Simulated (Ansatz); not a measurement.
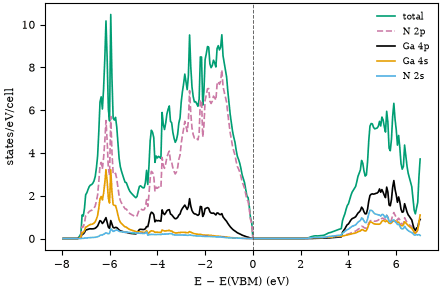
Fig. 1. Total and projected density of states of GaN in space group P6_3mc (No. 186; Pearson symbol hP12), LDA in the plane-wave PAW code Ansatz

Task: Which orbitals carry the states next to the gap?

Result: Top 1 eV of the valence band: N 2p 88 %, Ga 4p 7 %. Bottom 1 eV of the conduction band: N 2s 40 %, Ga 4s 33 %, N 2p 16 %, Ga 4p 8 %. Projections are on Löwdin-orthogonalised atomic valence shells; empty p or d shells of many metals are not among them.

Task: Where is the tallest occupied peak in this window, and what makes it?

Result: Near -5.9 eV, about 10 states/eV per cell; the largest projected share is N 2p.

A made-up cell: these elements were put on the sites of a structure type. Its sites differ from those of the usual phase in this space group: another stacking or structure type. The cell was relaxed with LDA under the symmetry of its start; phonons on a q-mesh show no instability. Spin–orbit coupling is left out wherever it is not named.

Potentials: the later of the program's two PAW sets.
